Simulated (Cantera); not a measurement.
Feed: 1 mol Fe3O4, 0.5 mol C, 0.022 mol CO, 0.58 mol CH4, held at 10.0 mbar.

Cantera equilibrium calculation (NASA polynomials, part measured and part estimated; ideal gas, pure solids and liquids). Candidate condensed phases: C, C6H6, C7H8, C8H18, Fe, Fe(CO)5, FeO, Fe(OH)2, Fe(OH)3, Fe2O3, Fe3O4, H2O; 114 gas species. Each liquid is taken as pure. Mutual solubility and eutectic melting of coexisting phases are not modelled. The tables' stoichiometric FeO is somewhat more stable than real wüstite, so its field is too wide. FeO: taken at fixed stoichiometry. Equilibrium is a limit: real reactors are often held back by kinetics, nucleation or transport.

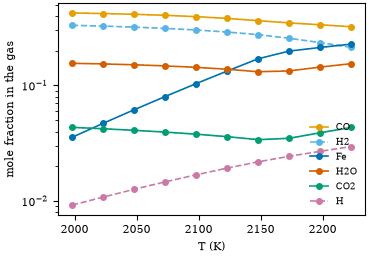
*Equilibrium gas composition (values under 1e-9 drawn at 1e-9)*

### Question
Read off the mole fractions at 2073 K.

### Answer
CO about 0.40, H2 about 0.31, H2O about 0.15, Fe about 0.080, CO2 about 0.040, H about 0.015.
